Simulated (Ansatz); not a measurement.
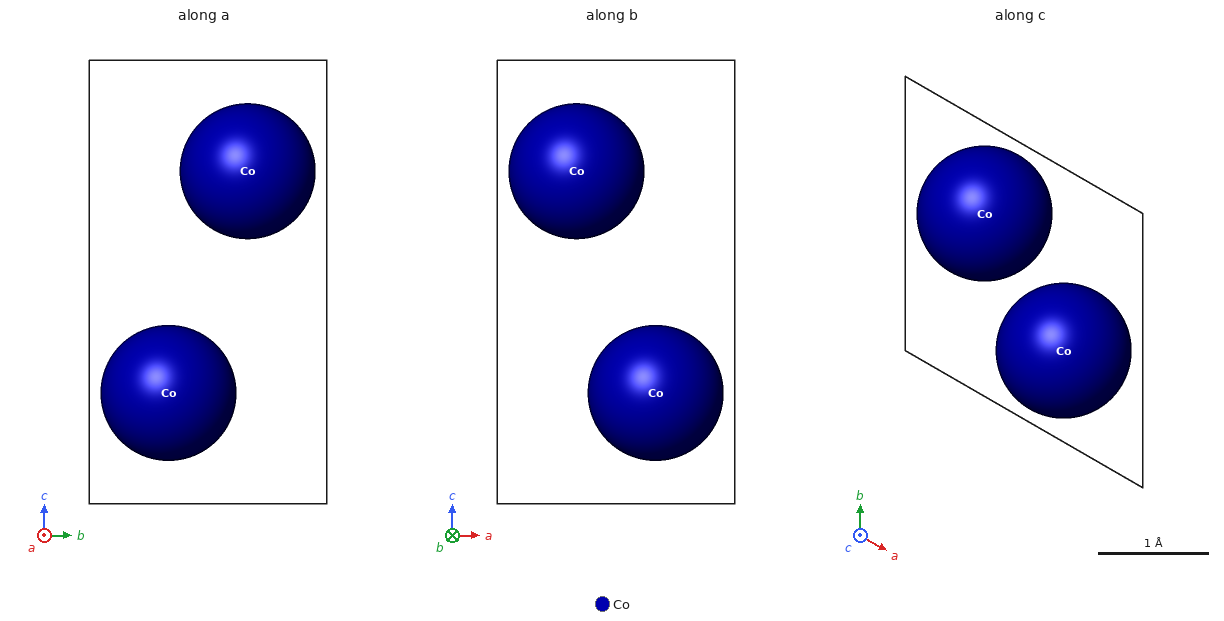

Spheres-only drawing of the structure, looking along the a axis, along the b axis and along the c axis. One conventional unit cell is framed, with atoms on its boundary repeated.

Lattice parameters: a = 2.493 Å, b = 2.493 Å, c = 4.031 Å, α = 90.00°, β = 90.00°, γ = 120.00°.

**Set out the cell and atoms as a table of Wyckoff sites.**

Space group P6_3/mmc (No. 194).
| atom | site | x | y | z |
| --- | --- | --- | --- | --- |
| Co | 2d | 0.3333 | 0.6667 | 0.7500 |

Provenance: the standard structure of this element. A relaxation with DFT PBE, scalar-relativistic, plane waves, PAW (Ansatz 0.2.0) gave the geometry drawn.
